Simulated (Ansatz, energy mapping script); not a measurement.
# FeI2 monolayer: exchange couplings from total energies, part 2 of 2

Wanted: the magnetic order of FeI2 monolayer, its couplings and an estimate of its ordering temperature, by LDA+U (4.95 eV).

LDA with U = 4.95 eV on Fe d, ortho-atomic projectors; plane waves, U on orthogonalised atomic orbitals unless named otherwise, collinear spin, no spin–orbit coupling.

So far. Step 4 (Compensated +− start in cell A (6 atoms)): The run ends antiferromagnetic, 0.35 meV a magnetic atom above the parallel order of its cell. Step 5 (Run 3 (parallel; cell B, 9 atoms)): The run ends ferromagnetic. For each magnetic atom its energy differs from the parallel run of the first cell by -2.11 meV, an error that one common reference would have brought in.

**6. Uncompensated ++− start in cell B (9 atoms)**

This order reverses 4 of the 6 neighbours at 4.04 Å, 0 of the 6 neighbours at 7.00 Å and 4 of the 6 neighbours at 8.08 Å, counted for an average magnetic atom.

The input, input.yaml:

```yaml
crystal:
  lattice:
    - [1.0e-09, 6.997485632, 0.0]
    - [-6.060000318, 10.496228448, 0.0]
    - [0.0, 0.0, 18.375]
  atoms:
    - { symbol: Fe, position: [0.0, 0.0, 0.5], spin: 4.0 }
    - { symbol: Fe, position: [0.0, 0.333333333, 0.5], spin: 4.0 }
    - { symbol: Fe, position: [0.0, 0.666666667, 0.5], spin: -4.0 }
    - { symbol: I, position: [0.666666667, 0.666666666, 0.591837] }
    - { symbol: I, position: [0.666666667, 0.0, 0.591837] }
    - { symbol: I, position: [0.666666667, 0.333333333, 0.591837] }
    - { symbol: I, position: [0.333333333, 0.0, 0.408163] }
    - { symbol: I, position: [0.333333333, 0.333333334, 0.408163] }
    - { symbol: I, position: [0.333333333, 0.666666667, 0.408163] }
magnetization:
  spin_polarized: true
kpoints:
  mp_grid: { grid: [6, 6, 1] }
hamiltonian:
  xc: lda
  hubbard:
    sites:
      - { species: Fe, l: d, u_eff: 4.95 }
      - { site: 0, l: d, u_eff: 4.95, starting_ns: [{ spin: up, occupation_matrix: fe1_major }, { spin: down, occupation_matrix: fe1_minor }] }
      - { site: 1, l: d, u_eff: 4.95, starting_ns: [{ spin: up, occupation_matrix: fe1_major }, { spin: down, occupation_matrix: fe1_minor }] }
      - { site: 2, l: d, u_eff: 4.95, starting_ns: [{ spin: up, occupation_matrix: fe1_minor }, { spin: down, occupation_matrix: fe1_major }] }
    projectors: ortho-atomic
    occupation_matrices:
      fe1_major:
        matrix:
          - [0.999, 0.0, 0.0, 0.0, 0.0]
          - [0.0, 0.998, 0.0, 0.0, 0.0]
          - [0.0, 0.0, 0.998, 0.0, 0.0]
          - [0.0, 0.0, 0.0, 0.998, 0.0]
          - [0.0, 0.0, 0.0, 0.0, 0.998]
      fe1_minor:
        matrix:
          - [0.022, -0.005, 0.003, -0.002, 0.003]
          - [-0.005, 0.194, 0.131, 0.183, 0.054]
          - [0.003, 0.131, 0.344, 0.265, 0.183]
          - [-0.002, 0.183, 0.265, 0.572, 0.301]
          - [0.003, 0.054, 0.183, 0.301, 0.223]
scf:
  occupations: { method: fermi_dirac, width: 0.05 }
output:
  eigenvalues: true
```

Launch:

```sh
ansatz run input.yaml --threads 4 --pin off --max-ram 8192MiB --backend cpu --events-out ev --progress --plain --runs-dir out
```

Numbers of over 12 decimals in the logs are rounded to 6 here.

The log of the run:

```text
[...]
Crystal: 9 atoms, lattice volume = 779.188 Å³
Basis set: ecut = 420 eV, 15283 PW (Γ)
Bands: 98, of which v1, the nominal top of the filled ones, is band 75 counted from 1 (74 counted from 0)
Symmetry: 2 space group operations
k-points: 20 of 36
[...]
Starting moments: Σ|m| = 12 μB on 3 of 9 sites
[...]
k-point 1 ↑: bands = [... 71 lower, -2.2824, -2.1779, -2.1375, -1.9781, -1.6868, -1.5924, 0.7561, 0.8757, ... 19 higher]
  k-point 2 ↑: bands = [... 71 lower, -2.5448, -2.4469, -2.2660, -1.9539, -1.8604, -1.8190, 0.8112, 0.8430, ... 19 higher]
  k-point 19 ↓: bands = [... 71 lower, -2.1017, -1.8264, 0.5398, 0.8382, 0.9002, 0.9442, 0.9496, 0.9991, ... 19 higher]
Occupation matrices written to <dir>
[key lines of the parts left out:]
SCF converged after 17 iterations
Magnetization: 4.0000 μB (77.0000 up, 73.0000 down)
Free energy (F): -57389.772892 eV
Fermi energy:    -0.491250 eV
```

Run time: 2.1 min. Hardware: 4 threads of Arm Neoverse V1, shared host; peak memory 3.6 GiB.

The run ends ferrimagnetic, 1.14 meV a magnetic atom below the parallel order of its cell.

**7. Order 5: parallel, cell C of 9 atoms**

A new cell needs its own zero of energy.

This run holds the same structure in another cell (a 6.997 → 4.040 Å, γ 30.0 → 120.0°).

The input, input.yaml:

```yaml
crystal:
  lattice:
    - [4.040000213, 0.0, 0.0]
    - [-6.060000318, 10.496228448, 0.0]
    - [0.0, 0.0, 18.375]
  atoms:
    - { symbol: Fe, position: [0.0, 0.0, 0.5], spin: 4.0 }
    - { symbol: Fe, position: [0.0, 0.333333333, 0.5], spin: 4.0 }
    - { symbol: Fe, position: [0.0, 0.666666667, 0.5], spin: 4.0 }
    - { symbol: I, position: [0.666666667, 0.111111111, 0.591837] }
    - { symbol: I, position: [0.666666667, 0.444444444, 0.591837] }
    - { symbol: I, position: [0.666666667, 0.777777778, 0.591837] }
    - { symbol: I, position: [0.333333333, 0.222222222, 0.408163] }
    - { symbol: I, position: [0.333333333, 0.555555556, 0.408163] }
    - { symbol: I, position: [0.333333333, 0.888888889, 0.408163] }
magnetization:
  spin_polarized: true
kpoints:
  mp_grid: { grid: [6, 2, 1] }
hamiltonian:
  xc: lda
  hubbard:
    sites:
      - { species: Fe, l: d, u_eff: 4.95 }
      - { site: 0, l: d, u_eff: 4.95, starting_ns: [{ spin: up, occupation_matrix: fe1_major }, { spin: down, occupation_matrix: fe1_minor }] }
      - { site: 1, l: d, u_eff: 4.95, starting_ns: [{ spin: up, occupation_matrix: fe1_major }, { spin: down, occupation_matrix: fe1_minor }] }
      - { site: 2, l: d, u_eff: 4.95, starting_ns: [{ spin: up, occupation_matrix: fe1_major }, { spin: down, occupation_matrix: fe1_minor }] }
    projectors: ortho-atomic
    occupation_matrices:
      fe1_major:
        matrix:
          - [0.999, 0.0, 0.0, 0.0, 0.0]
          - [0.0, 0.998, 0.0, 0.0, 0.0]
          - [0.0, 0.0, 0.998, 0.0, 0.0]
          - [0.0, 0.0, 0.0, 0.998, 0.0]
          - [0.0, 0.0, 0.0, 0.0, 0.998]
      fe1_minor:
        matrix:
          - [0.022, -0.005, 0.003, -0.002, 0.003]
          - [-0.005, 0.194, 0.131, 0.183, 0.054]
          - [0.003, 0.131, 0.344, 0.265, 0.183]
          - [-0.002, 0.183, 0.265, 0.572, 0.301]
          - [0.003, 0.054, 0.183, 0.301, 0.223]
scf:
  occupations: { method: fermi_dirac, width: 0.05 }
output:
  eigenvalues: true
```

The log of the run:

```text
[...]
Crystal: 9 atoms, lattice volume = 779.188 Å³
Basis set: ecut = 420 eV, 15289 PW (Γ)
Bands: 98, of which v1, the nominal top of the filled ones, is band 75 counted from 1 (74 counted from 0)
Symmetry: 6 space group operations
k-points: 8 of 12
[...]
Starting moments: Σ|m| = 12 μB on 3 of 9 sites
[...]
k-point 1 ↑: bands = [... 71 lower, -2.5796, -2.5796, -2.3059, -2.3059, -2.1181, -2.1181, -2.0868, -1.7030, ... 19 higher]
  k-point 2 ↑: bands = [... 71 lower, -2.8965, -2.6452, -2.5796, -2.3242, -2.3059, -2.2018, -2.1182, -2.0091, ... 19 higher]
  k-point 7 ↓: bands = [... 71 lower, 0.7249, 0.9635, 0.9975, 0.9975, 1.0982, 1.0982, 1.1038, 1.6368, ... 19 higher]
Occupation matrices written to <dir>
[key lines of the parts left out:]
SCF converged after 15 iterations
Magnetization: 12.0000 μB (81.0000 up, 69.0000 down)
Free energy (F): -57389.763141 eV
Fermi energy:    -0.477871 eV
```

It took 46 s on 4 threads; peak memory 2.3 GiB.

The run ends ferromagnetic. For each magnetic atom its energy differs from the parallel run of the first cell by 0.00 meV, an error that one common reference would have brought in.

**8. Uncompensated ++− start in cell C (9 atoms)**

This order reverses 2.67 of the 6 neighbours at 4.04 Å, 4 of the 6 neighbours at 7.00 Å and 2.67 of the 6 neighbours at 8.08 Å, counted for an average magnetic atom.

input.yaml: that of step 7 with these lines changed.

```diff
@@ -8,3 +8,3 @@
     - { symbol: Fe, position: [0.0, 0.333333333, 0.5], spin: 4.0 }
-    - { symbol: Fe, position: [0.0, 0.666666667, 0.5], spin: 4.0 }
+    - { symbol: Fe, position: [0.0, 0.666666667, 0.5], spin: -4.0 }
     - { symbol: I, position: [0.666666667, 0.111111111, 0.591837] }
@@ -26,3 +26,3 @@
       - { site: 1, l: d, u_eff: 4.95, starting_ns: [{ spin: up, occupation_matrix: fe1_major }, { spin: down, occupation_matrix: fe1_minor }] }
-      - { site: 2, l: d, u_eff: 4.95, starting_ns: [{ spin: up, occupation_matrix: fe1_major }, { spin: down, occupation_matrix: fe1_minor }] }
+      - { site: 2, l: d, u_eff: 4.95, starting_ns: [{ spin: up, occupation_matrix: fe1_minor }, { spin: down, occupation_matrix: fe1_major }] }
     projectors: ortho-atomic
```

The log of the run:

```text
[...]
Crystal: 9 atoms, lattice volume = 779.188 Å³
Basis set: ecut = 420 eV, 15289 PW (Γ)
Bands: 98, of which v1, the nominal top of the filled ones, is band 75 counted from 1 (74 counted from 0)
Symmetry: 2 space group operations
k-points: 8 of 12
[...]
Starting moments: Σ|m| = 12 μB on 3 of 9 sites
[...]
k-point 1 ↑: bands = [... 71 lower, -2.2771, -2.1504, -2.0848, -2.0451, -1.5852, -1.4002, 0.7404, 0.8989, ... 19 higher]
  k-point 2 ↑: bands = [... 71 lower, -2.5148, -2.2454, -2.1611, -2.0680, -2.0126, -1.5566, 0.8172, 0.8587, ... 19 higher]
  k-point 7 ↓: bands = [... 71 lower, -2.1115, -1.9162, 0.5407, 0.6927, 0.9119, 1.0095, 1.0751, 1.0776, ... 19 higher]
Occupation matrices written to <dir>
[key lines of the parts left out:]
SCF converged after 44 iterations
Magnetization: 4.0000 μB (77.0000 up, 73.0000 down)
Free energy (F): -57389.768702 eV
Fermi energy:    -0.445520 eV
```

Elapsed: 5.1 min, on 4 threads; peak memory 3.6 GiB.

The run ends ferrimagnetic, 1.85 meV a magnetic atom below the parallel order of its cell.

**9. Run 7 (parallel; cell D, 12 atoms)**

The parallel order again, as the reference for this cell.

The input, input.yaml:

```yaml
crystal:
  lattice:
    - [4.040000213, 0.0, 0.0]
    - [-8.080000424, 13.994971264, 0.0]
    - [0.0, 0.0, 18.375]
  atoms:
    - { symbol: Fe, position: [0.0, 0.0, 0.5], spin: 4.0 }
    - { symbol: Fe, position: [0.0, 0.25, 0.5], spin: 4.0 }
    - { symbol: Fe, position: [0.0, 0.5, 0.5], spin: 4.0 }
    - { symbol: Fe, position: [0.0, 0.75, 0.5], spin: 4.0 }
    - { symbol: I, position: [0.666666667, 0.083333333, 0.591837] }
    - { symbol: I, position: [0.666666667, 0.333333333, 0.591837] }
    - { symbol: I, position: [0.666666667, 0.583333333, 0.591837] }
    - { symbol: I, position: [0.666666667, 0.833333333, 0.591837] }
    - { symbol: I, position: [0.333333333, 0.166666667, 0.408163] }
    - { symbol: I, position: [0.333333333, 0.416666667, 0.408163] }
    - { symbol: I, position: [0.333333333, 0.666666667, 0.408163] }
    - { symbol: I, position: [0.333333333, 0.916666667, 0.408163] }
magnetization:
  spin_polarized: true
kpoints:
  mp_grid: { grid: [8, 2, 1] }
hamiltonian:
  xc: lda
  hubbard:
    sites:
      - { species: Fe, l: d, u_eff: 4.95 }
      - { site: 0, l: d, u_eff: 4.95, starting_ns: [{ spin: up, occupation_matrix: fe1_major }, { spin: down, occupation_matrix: fe1_minor }] }
      - { site: 1, l: d, u_eff: 4.95, starting_ns: [{ spin: up, occupation_matrix: fe1_major }, { spin: down, occupation_matrix: fe1_minor }] }
      - { site: 2, l: d, u_eff: 4.95, starting_ns: [{ spin: up, occupation_matrix: fe1_major }, { spin: down, occupation_matrix: fe1_minor }] }
      - { site: 3, l: d, u_eff: 4.95, starting_ns: [{ spin: up, occupation_matrix: fe1_major }, { spin: down, occupation_matrix: fe1_minor }] }
    projectors: ortho-atomic
    occupation_matrices:
      fe1_major:
        matrix:
          - [0.999, 0.0, 0.0, 0.0, 0.0]
          - [0.0, 0.998, 0.0, 0.0, 0.0]
          - [0.0, 0.0, 0.998, 0.0, 0.0]
          - [0.0, 0.0, 0.0, 0.998, 0.0]
          - [0.0, 0.0, 0.0, 0.0, 0.998]
      fe1_minor:
        matrix:
          - [0.022, -0.005, 0.003, -0.002, 0.003]
          - [-0.005, 0.194, 0.131, 0.183, 0.054]
          - [0.003, 0.131, 0.344, 0.265, 0.183]
          - [-0.002, 0.183, 0.265, 0.572, 0.301]
          - [0.003, 0.054, 0.183, 0.301, 0.223]
scf:
  occupations: { method: fermi_dirac, width: 0.05 }
output:
  eigenvalues: true
```

The log of the run:

```text
[...]
Crystal: 12 atoms, lattice volume = 1038.917 Å³
Basis set: ecut = 420 eV, 20323 PW (Γ)
Bands: 130, of which v1, the nominal top of the filled ones, is band 100 counted from 1 (99 counted from 0)
Symmetry: 8 space group operations
k-points: 10 of 16
[...]
Starting moments: Σ|m| = 16 μB on 4 of 12 sites
[...]
k-point 1 ↑: bands = [... 96 lower, -2.4725, -2.4725, -2.1403, -2.1403, -1.9995, -1.9995, -1.9537, -1.9537, ... 26 higher]
  k-point 2 ↑: bands = [... 96 lower, -2.6638, -2.5540, -2.4724, -2.2213, -2.1832, -1.9995, -1.9631, -1.9536, ... 26 higher]
  k-point 9 ↓: bands = [... 96 lower, 0.8319, 0.8319, 1.0255, 1.0255, 1.1183, 1.1183, 1.1505, 1.1505, ... 26 higher]
Occupation matrices written to <dir>
[key lines of the parts left out:]
SCF converged after 17 iterations
Magnetization: 16.0000 μB (108.0000 up, 92.0000 down)
Free energy (F): -76519.691842 eV
Fermi energy:    -0.477953 eV
```

Wall time 2 min (4 threads); peak memory 4 GiB; 7.2 min of CPU time.

The run ends ferromagnetic. For each magnetic atom its energy differs from the parallel run of the first cell by -1.91 meV, an error that one common reference would have brought in.

**10. Compensated ++−− start in cell D (12 atoms)**

This order reverses 2 of the 6 neighbours at 4.04 Å, 4 of the 6 neighbours at 7.00 Å and 4 of the 6 neighbours at 8.08 Å, counted for an average magnetic atom.

input.yaml: that of step 9 with these lines changed.

```diff
@@ -8,4 +8,4 @@
     - { symbol: Fe, position: [0.0, 0.25, 0.5], spin: 4.0 }
-    - { symbol: Fe, position: [0.0, 0.5, 0.5], spin: 4.0 }
-    - { symbol: Fe, position: [0.0, 0.75, 0.5], spin: 4.0 }
+    - { symbol: Fe, position: [0.0, 0.5, 0.5], spin: -4.0 }
+    - { symbol: Fe, position: [0.0, 0.75, 0.5], spin: -4.0 }
     - { symbol: I, position: [0.666666667, 0.083333333, 0.591837] }
@@ -29,4 +29,4 @@
       - { site: 1, l: d, u_eff: 4.95, starting_ns: [{ spin: up, occupation_matrix: fe1_major }, { spin: down, occupation_matrix: fe1_minor }] }
-      - { site: 2, l: d, u_eff: 4.95, starting_ns: [{ spin: up, occupation_matrix: fe1_major }, { spin: down, occupation_matrix: fe1_minor }] }
-      - { site: 3, l: d, u_eff: 4.95, starting_ns: [{ spin: up, occupation_matrix: fe1_major }, { spin: down, occupation_matrix: fe1_minor }] }
+      - { site: 2, l: d, u_eff: 4.95, starting_ns: [{ spin: up, occupation_matrix: fe1_minor }, { spin: down, occupation_matrix: fe1_major }] }
+      - { site: 3, l: d, u_eff: 4.95, starting_ns: [{ spin: up, occupation_matrix: fe1_minor }, { spin: down, occupation_matrix: fe1_major }] }
     projectors: ortho-atomic
```

The log of the run:

```text
[...]
Crystal: 12 atoms, lattice volume = 1038.917 Å³
Basis set: ecut = 420 eV, 20323 PW (Γ)
Bands: 130, of which v1, the nominal top of the filled ones, is band 100 counted from 1 (99 counted from 0)
Symmetry: 2 space group operations
k-points: 10 of 16
[...]
Starting moments: Σ|m| = 16 μB on 4 of 12 sites
[...]
k-point 1 ↑: bands = [... 96 lower, -1.9164, -1.8874, -1.5952, -1.3995, 0.6803, 0.7942, 0.8526, 0.9659, ... 26 higher]
  k-point 2 ↑: bands = [... 96 lower, -1.9909, -1.9012, -1.8892, -1.6119, 0.7035, 0.8127, 0.8651, 0.9241, ... 26 higher]
  k-point 9 ↓: bands = [... 96 lower, -2.1539, -2.1441, -1.9579, -1.9516, 0.6003, 0.7328, 0.8404, 0.9811, ... 26 higher]
Occupation matrices written to <dir>
[key lines of the parts left out:]
SCF converged after 44 iterations
Magnetization: 0.0000 μB (100.0000 up, 100.0000 down)
Free energy (F): -76519.702301 eV
Fermi energy:    -0.444573 eV
```

Run time: 7 min. Hardware: 4 threads; peak memory 5.3 GiB.

The run ends antiferromagnetic, 2.61 meV a magnetic atom below the parallel order of its cell.

**11. The fit**

Each energy difference is a sum of couplings weighted by the pairs that the order reverses. A few near shells are fitted to the differences by least squares. Energies are those extrapolated to zero occupation width, not the free energies F.

Energies from the parallel order of the same cell:

| order | atoms | energy (meV a magnetic atom) | moments (μB) | moments kept as typed | opposed neighbours at 4.04, 7.00, 8.08 Å |
| --- | --- | --- | --- | --- | --- |
| parallel in cell A | 6 | 0.00 | 3.64 | yes | 0, 0, 0 |
| compensated +− in cell A | 6 | 0.35 | 3.63 | yes | 4, 4, 0 |
| parallel in cell B | 9 | 0.00 | 3.64 | yes | 0, 0, 0 |
| uncompensated ++− in cell B | 9 | -1.14 | 3.63 to 3.63 | yes | 4, 0, 4 |
| parallel in cell C | 9 | 0.00 | 3.64 | yes | 0, 0, 0 |
| uncompensated ++− in cell C | 9 | -1.85 | 3.63 to 3.63 | yes | 2.67, 4, 2.67 |
| parallel in cell D | 12 | 0.00 | 3.64 | yes | 0, 0, 0 |
| compensated ++−− in cell D | 12 | -2.61 | 3.63 | yes | 2, 4, 4 |

The Heisenberg fit (each pair counts twice, positive J is ferromagnetic):

| pair | distance (Å) | neighbours | J (meV) |
| --- | --- | --- | --- |
| Fe–Fe | 4.04 | 6 | 0.156 |
| Fe–Fe | 7.00 | 6 | -0.118 |
| Fe–Fe | 8.08 | 6 | -0.299 |

The script's first fit left out a shell that the energies need; these couplings, and the temperatures drawn from them, were computed anew from the same energies.

Limits of this fit: couplings between layers, chains or clusters are absent from the fit or under 2 % of the largest, so temperatures below mark short-range order; the parallel runs differ by 2.1 meV between cells, so mesh or basis is not converged.

In mean field these couplings order at 9.96 K, and give a Curie–Weiss temperature of -12.1 K.

**12. Monte Carlo**

Mean field ignores fluctuations and overstates the ordering temperature, so the model is also sampled. The heat capacity peaks where order sets in.

Classical unit spins with these couplings on 24×6×1 copies of a cell that holds the lowest order (576 spins), heat-bath sweeps, cooled from random directions, 300 sweeps to settle and 900 measured at each temperature.

| T (K) | heat capacity (k_B a spin) |
| --- | --- |
| 1.2 | 1.01 |
| 2.22 | 1.16 |
| 3.25 | 1.62 |
| 4.28 | 1.13 |
| 5.31 | 0.92 |
| 6.33 | 0.75 |
| 6.85 | 0.68 |
| 7.87 | 0.51 |
| 8.9 | 0.55 |
| 9.93 | 0.41 |
| 11.0 | 0.41 |

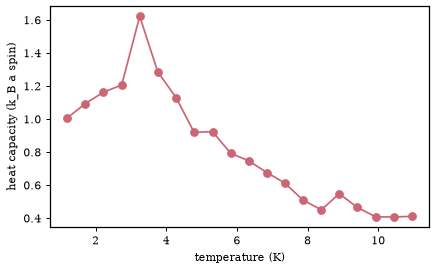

Heat capacity against temperature.

The smoothed heat capacity has a broad peak at 3.3 K. An isotropic layer has no long-range order above 0 K, so no order parameter is shown.

**13. Comparison**

The first set of orders, under LDA+U (1.49 eV), took 41 min of CPU time summed over its finished orders (seed run apart), these 78 min.

| quantity | this set | first set |
| --- | --- | --- |
| J at 4.04 Å, meV | 0.156 | -0.120 |
| J at 7.00 Å, meV | -0.118 | -0.680 |
| J at 8.08 Å, meV | -0.299 | -0.479 |
| ordering temperature, mean field, K | 9.96 | 20.7 |
| heat-capacity peak, Monte Carlo, K | 3.3 | 6.2 |

The coupling that led in the first set goes from -0.680 to -0.118 meV.

**14. What came out**

```json
{
  "lowest order tried": "compensated ++−− in cell D",
  "largest fitted value, Fe–Fe at 8.08 Å": "-0.299 meV",
  "ordering temperature, mean field": "9.96 K",
  "heat-capacity peak, Monte Carlo": "3.3 K"
}
```

What this shows: Of the orders tried, FeI2 monolayer prefers the order “compensated ++−− in cell D” under LDA+U (4.95 eV), with 2 of 6 neighbours at 4.04 Å, 4 of 6 neighbours at 7.00 Å and 4 of 6 neighbours at 8.08 Å opposed. The model's best pattern is not among the orders that were run. The coupling at 8.08 Å is 0.62 times that of the first set, at 1.9 times the CPU time. The largest fitted coupling is the Fe–Fe pair at 8.08 Å, antiferromagnetic at -0.30 meV. The 4 differences hold only 3 independent equations for a pair model, so the fit of 3 couplings has none to spare and its small miss tests the pair form alone. In the fitted orders moments change by up to 0.29 % against the parallel run of the same cell, so their size stays put. The fit is in doubt: the parallel runs differ by 2.1 meV between cells, so mesh or basis is not converged. The couplings are then rough, the small ones most of all. The fitted couplings above 2 % of the largest link the moments within layers only, where isotropic couplings give no order above 0 K. The peak at 3.3 K marks where short-range order sets in on this finite lattice; real ordering needs anisotropy. The program narrowed the symmetry for the carried occupation matrices. Where that marks an ordered orbital filling, bonds of one length need not share one coupling; each fitted J is a mean over the bonds that the orders reverse.

[Logs and program files are shortened in this print: banners, set-up blocks, solver, clock and traceback lines can be left out without a mark of their own.]

[Logs are printed without paths, hosts, clocks, repeated set-up lines and the standing remarks that a program may print on its own settings, such as how far it seeks lower states.]

[Hosts, paths, dates, database ids (printed as entryN), source tags and the programs' standing remarks are cut or masked in the printed files.]

[Where a cell is said to come from a database of computed structures, the database is the Materials Project.]
